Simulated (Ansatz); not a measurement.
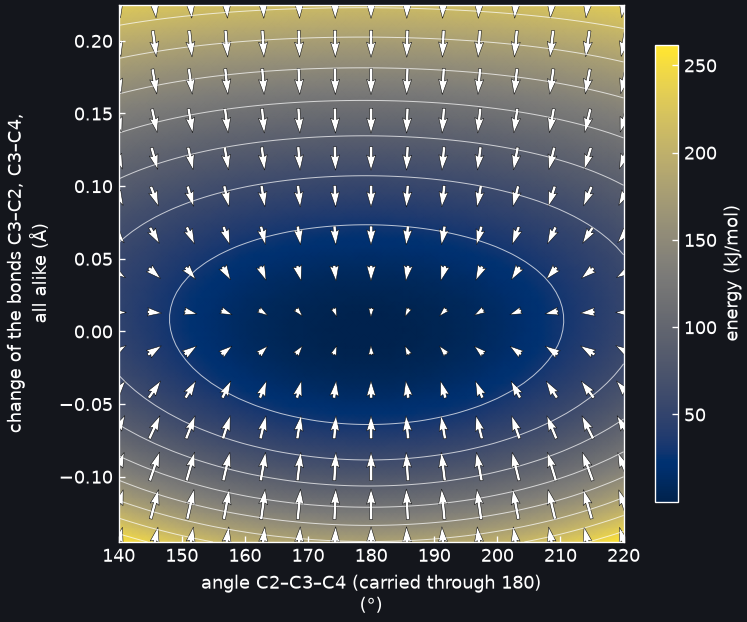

Energy landscape of C3H4ClGa, SMILES ClCC#[C][GaH2]. 
- Coordinates scanned: (1) angle C2–C3–C4 (carried through 180); (2) change of the bonds C3–C2, C3–C4, all alike.
- Nothing is relaxed (all other coordinates rigid).
- The scan uses a 15 × 15 grid.
- Points are written as (first, second).
- Energies are in kJ/mol, from the relaxed molecule at the same level.
- The calculation used RKS SPW92 (LDA)/def2-TZVP (Ansatz).

The picture shows a smooth colour map with a few white contour lines, arrows along the force (downhill), their lengths compressed. Between grid points the surface is interpolated. 

Describe this landscape.

Answer. The lowest grid point is at (180.0°, 0.013 Å), 1.1 kJ/mol from the relaxed molecule at the same level. No other kind of well shows on this grid. The highest grid point, (220.0°, −0.145 Å), lies 261 kJ/mol above the lowest. Round the minimum the two coordinates are nearly uncoupled.

Grid values (kJ/mol):

```csv
"second ↓, first →",140.0,145.7,151.4,157.1,162.9,168.6,174.3,180.0,185.7,191.4,197.1,202.9,208.6,214.3,220.0
0.225,230,225,221,218,216,214,213,213,214,215,217,220,223,227,232
0.198,193,187,183,179,176,175,174,173,174,175,178,181,185,190,196
0.172,160,154,148,144,141,139,137,137,138,139,142,146,150,156,163
0.145,129,122,115,110,107,104,103,102,103,105,108,112,118,124,132
0.119,103,94,87,82,77,74,73,72,73,75,79,83,90,97,106
0.093,80,71,63,57,52,49,47,46,47,50,53,59,66,74,84
0.066,63,52,43,36,31,27,25,25,26,28,32,38,46,55,66
0.040,52,40,30,23,17,13,10,10,11,13,18,24,33,43,55
0.013,48,35,24,16,9,4,2,1,2,5,10,17,27,38,52
−0.013,52,38,26,17,10,5,2,1,2,6,11,19,29,41,56
−0.040,67,51,39,29,21,15,12,11,12,16,22,30,41,55,71
−0.066,92,76,62,51,42,36,33,32,33,37,44,53,64,79,97
−0.093,132,114,100,88,78,72,68,67,68,72,79,89,102,118,137
−0.119,186,167,151,138,128,121,117,115,117,121,129,140,153,170,191
−0.145,257,236,219,205,194,187,182,181,183,187,195,207,221,240,262
```

The input of one point:

```yaml
crystal:
  periodic: [false, false, false]
  atoms:
    - { symbol: Cl, position_ang: [2.188818, 2.258799, 0.051207] }
    - { symbol: C, position_ang: [1.692877, 0.734049, -0.744482] }
    - { symbol: C, position_ang: [0.475038, 0.189521, -0.206391] }
    - { symbol: C, position_ang: [-0.57168, -0.288176, 0.235832] }
    - { symbol: Ga, position_ang: [-2.173792, -1.007963, 0.922388] }
    - { symbol: H, position_ang: [1.586714, 0.956849, -1.819055] }
    - { symbol: H, position_ang: [2.530239, 0.026855, -0.624953] }
    - { symbol: H, position_ang: [-2.701373, -2.335134, 0.302155] }
    - { symbol: H, position_ang: [-2.885824, -0.239086, 2.072863] }
basis:
  gaussian: { orbitals: def2-TZVP }
hamiltonian:
  xc: lda
output:
  forces: true
```

Each point was launched as `ansatz run input.yaml --threads 1 --pin off --max-ram 2560MiB --backend cpu --events-out ev --progress --plain --runs-dir out`. The whole map (225 points run) took 33 min on 1 thread of Arm Neoverse N1, on a shared host.
